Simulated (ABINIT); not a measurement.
# Diamond (Fd-3m, 2 atoms a cell): G0W0 in ABINIT against the screening cutoff in the self-energy, part 2 of 2

Wanted: the cheapest screening cutoff in the self-energy that holds the gap of Diamond (Fd-3m, 2 atoms a cell).

ABINIT 10.8.3; PBE and many-body steps on it, plane waves. Known limits of the many-body steps: not at the basis limit.

So far. Step 2 (Screening, 8×8×8 mesh, 210 bands, screening to 435.4 eV): Local fields lower ε∞ by 7 %. Step 5 (5.6 Ha): The gap on the mesh goes from 4.19 eV to 5.44 eV, a correction of +1.25 eV.

## Step 6: 8 Ha

Level of this step: G0W0 on PBE, plane waves, norm-conserving pseudopotentials (ABINIT).

run.abi

```
acell 3*1.0 Angstrom
rprim 
  -0.000000000000 1.783370000000 1.783370000000
  1.783370000000 -0.000000000000 1.783370000000
  1.783370000000 1.783370000000 0.000000000000
ntypat 1
znucl 6
natom 2
typat 1 1
xred 
  -0.000000000000 0.000000000000 0.000000000000
  0.250000000000 0.250000000000 0.250000000000
pp_dirpath "pseudos"
pseudos "C.upf"
ecut 37
ngkpt 8 8 8
nshiftk 1
shiftk 0 0 0
kptopt 1
chksymbreak 0
istwfk *1
occopt 1
irdwfk 1
optdriver 4
nband 210
gwcalctyp 0
ecutsigx 37
symsigma 1
nkptgw 2
kptgw 
  0.0000000000 0.0000000000 0.0000000000
  0.3750000000 0.3750000000 0.0000000000
bdgw 
  2 7
  3 6
ecuteps 8
irdscr 1
ppmodel 1
indata_prefix "in"
outdata_prefix "out"
tmpdata_prefix "tmp"
```

On the command line:

```
> OMP_NUM_THREADS=1 mpirun -n 8 abinit run.abi > log
```

Output:

```text
.Version 10.8.3 of ABINIT. v10.8.2 released Aug 2026.

 Symmetries : space group Fd -3 m (#227); Bravais cF (face-center cubic)
[... echo of the input left out ...]
== DATASET  1 ==================================================================
-   mpi_nproc: 8, omp_nthreads: 1 (-1 if OMP is not activated)

--- !DatasetInfo
iteration_state: {dtset: 1, }
dimensions: {natom: 2, nkpt: 29, mband: 210, nsppol: 1, nspinor: 1, nspden: 1, mpw: 869, }
cutoff_energies: {ecut:  37.0, pawecutdg:  -1.0, }
[...]
Band     E0 <VxcDFT>   SigX SigC(E0)      Z dSigC/dE  Sig(E)    E-E0       E
[...]
5  14.483 -14.094  -8.673  -4.802   0.842  -0.187 -13.572   0.522  15.005
        6  17.096 -13.238  -7.304  -5.333   0.843  -0.186 -12.731   0.507  17.603

== END DATASET(S) ==============================================================
================================================================================

 -outvars: echo values of variables after computation  --------
           etotal      0.0000000000E+00
            nband         210
             nkpt          29
          spgroup         227
 [... the other variables as echoed above ...]

 Calculation completed.
```

Run time: 6 s. Hardware: 8 MPI ranks of Arm Neoverse V1, shared host; peak memory 1.4 GiB.

This step gave:

* G0W0 gap on the points computed: 5.452 eV
* starting gap on the mesh: 4.190 eV
* k of the valence top: 0, 0, 0
* k of the conduction bottom: 0.375, 0.375, 0
* least direct G0W0 gap on the computed points: 7.355 eV

Against the run before, the gap moves by +0.008 eV.

## Step 7: 12 Ha

Changes to run.abi since step 6:

```diff
@@ -35,3 +35,3 @@
   3 6
-ecuteps 8
+ecuteps 12
 irdscr 1
```

Output:

```text
.Version 10.8.3 of ABINIT. v10.8.2 released Aug 2026.

 Symmetries : space group Fd -3 m (#227); Bravais cF (face-center cubic)
[... echo of the input left out ...]
== DATASET  1 ==================================================================
-   mpi_nproc: 8, omp_nthreads: 1 (-1 if OMP is not activated)

--- !DatasetInfo
iteration_state: {dtset: 1, }
dimensions: {natom: 2, nkpt: 29, mband: 210, nsppol: 1, nspinor: 1, nspden: 1, mpw: 869, }
cutoff_energies: {ecut:  37.0, pawecutdg:  -1.0, }
[...]
Band     E0 <VxcDFT>   SigX SigC(E0)      Z dSigC/dE  Sig(E)    E-E0       E
[...]
5  14.483 -14.094  -8.673  -4.889   0.841  -0.189 -13.647   0.448  14.930
        6  17.096 -13.238  -7.304  -5.411   0.842  -0.187 -12.798   0.441  17.537

== END DATASET(S) ==============================================================
================================================================================

 -outvars: echo values of variables after computation  --------
           etotal      0.0000000000E+00
            nband         210
             nkpt          29
          spgroup         227
 [... the other variables as echoed above ...]

 Calculation completed.
```

It took 25 s on 8 MPI ranks; peak memory 2.5 GiB; 3.3 min of CPU time.

This step gave:

- G0W0 gap on the points computed: 5.527 eV
- starting gap on the mesh: 4.190 eV
- k of the valence top: 0, 0, 0
- k of the conduction bottom: 0.375, 0.375, 0
- least direct G0W0 gap on the computed points: 7.426 eV

Against the run before, the gap moves by +0.075 eV.

## Step 8: 16 Ha

Changes to run.abi since step 7:

```diff
@@ -35,3 +35,3 @@
   3 6
-ecuteps 12
+ecuteps 16
 irdscr 1
```

Output:

```text
.Version 10.8.3 of ABINIT. v10.8.2 released Aug 2026.

 Symmetries : space group Fd -3 m (#227); Bravais cF (face-center cubic)
[... echo of the input left out ...]
== DATASET  1 ==================================================================
-   mpi_nproc: 8, omp_nthreads: 1 (-1 if OMP is not activated)

--- !DatasetInfo
iteration_state: {dtset: 1, }
dimensions: {natom: 2, nkpt: 29, mband: 210, nsppol: 1, nspinor: 1, nspden: 1, mpw: 869, }
cutoff_energies: {ecut:  37.0, pawecutdg:  -1.0, }
[...]
Band     E0 <VxcDFT>   SigX SigC(E0)      Z dSigC/dE  Sig(E)    E-E0       E
[...]
5  14.483 -14.094  -8.673  -4.899   0.841  -0.189 -13.654   0.440  14.923
        6  17.096 -13.238  -7.304  -5.419   0.842  -0.187 -12.804   0.434  17.530

== END DATASET(S) ==============================================================
================================================================================

 -outvars: echo values of variables after computation  --------
           etotal      0.0000000000E+00
            nband         210
             nkpt          29
          spgroup         227
 [... the other variables as echoed above ...]

 Calculation completed.
```

Wall time 51 s (8 MPI ranks); peak memory 3 GiB.

Numbers from this step:

* G0W0 gap on the points computed: 5.538 eV
* starting gap on the mesh: 4.190 eV
* k of the valence top: 0, 0, 0
* k of the conduction bottom: 0.375, 0.375, 0
* least direct G0W0 gap on the computed points: 7.434 eV

Against the run before, the gap moves by +0.011 eV.

## Step 9: The runs together

Times are wall times on 8 MPI ranks of Arm Neoverse V1, shared host, good to a factor of about two. A run's time includes the screening step that it read.

| run | mesh | bands | screening cutoff (eV) | DFT gap (eV) | gap on the mesh (eV) | direct (eV) | ε∞ used | time |
| --- | --- | --- | --- | --- | --- | --- | --- | --- |
| 1.6 Ha | 8×8×8 | 210 | 43.5 | 4.190 | 5.141 | 7.300 | 5.51 | 4.3 min |
| 3.2 Ha | 8×8×8 | 210 | 87.1 | 4.190 | 5.196 | 7.219 | 5.51 | 4.3 min |
| 5.6 Ha | 8×8×8 | 210 | 152.4 | 4.190 | 5.444 | 7.353 | 5.51 | 4.3 min |
| 8 Ha | 8×8×8 | 210 | 217.7 | 4.190 | 5.452 | 7.355 | 5.51 | 4.3 min |
| 12 Ha | 8×8×8 | 210 | 326.5 | 4.190 | 5.527 | 7.426 | 5.51 | 4.6 min |
| 16 Ha | 8×8×8 | 210 | 435.4 | 4.190 | 5.538 | 7.434 | 5.51 | 5.1 min |

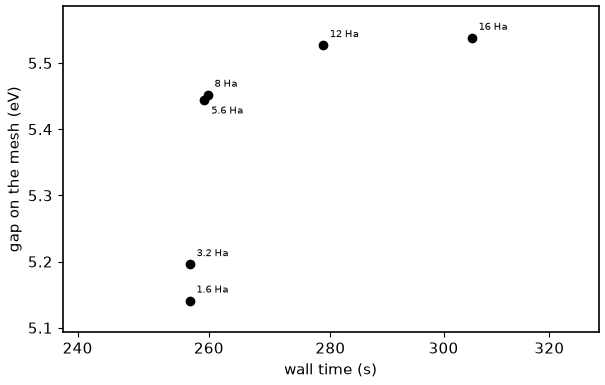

Result against wall time.

## Step 10: Results

* 1.6 Ha: 5.141 eV
* 3.2 Ha: 5.196 eV
* 5.6 Ha: 5.444 eV
* 8 Ha: 5.452 eV
* 12 Ha: 5.527 eV
* 16 Ha: 5.538 eV
* known limits: not at the basis limit

In words: The setting moved: screening cutoff in the self-energy. From 1.6 Ha to 16 Ha the gap moves by +0.40 eV. The last step still moves it by +0.011 eV. Bands and screening cutoff are coupled, so a series along one setting does not show full convergence. Bands and cutoff are finite, so the gap is not at the basis limit. The miss can reach some tenths of an eV and take either sign; the mesh is an error of its own. In the G0W0 runs levels were corrected at 2 k points alone, so a gap called «on the mesh» is the least over those, and an edge elsewhere would be missed.

[Paths, hosts, dates, memory and timing lines, banners, echoed tables and standing remarks are left out of the program output.]

[Logs are printed without paths, hosts, clocks, repeated set-up lines and the standing remarks that a program may print on its own settings, such as how far it seeks lower states.]

[Runs of the session that timed out or met a known fault of the program may be left out.]

[Hosts, paths, dates, database ids (printed as entryN), source tags and the programs' standing remarks are cut or masked in the printed files.]

[G0W0 gaps are taken among the corrected bands and points alone; a level outside them can change the order at an edge.]

[Where Ansatz stands beside ABINIT at settings called matched, ABINIT's density can come from a denser mesh and the files from another edition; pairs whose starting gaps differed by over 0.03 eV were left out, so agreement reads better than it is.]
